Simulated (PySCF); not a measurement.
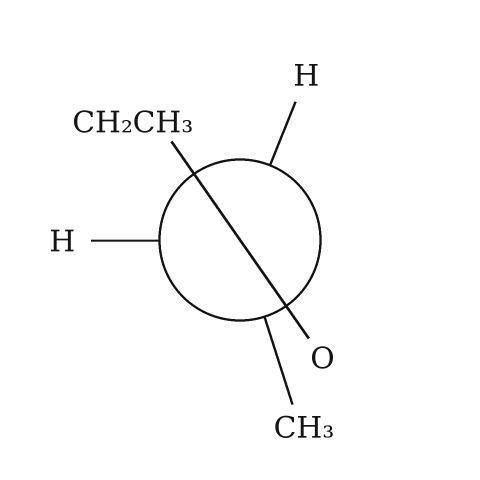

A Newman projection along the C–C bond, carbon in front; angles are drawn as computed, but eclipsed bonds slightly apart. The geometry was computed by an optimisation with PBE0-D3(BJ)/def2-SVP. No frequency run is at hand to confirm it as a minimum.

### Which molecule is it?

C5H10O, CCC(=O)CC

### What is the torsion angle from the front O to the back CH3? The sign is positive where the front bond must turn clockwise to cover the back bond.

1°, synperiplanar (eclipsed).
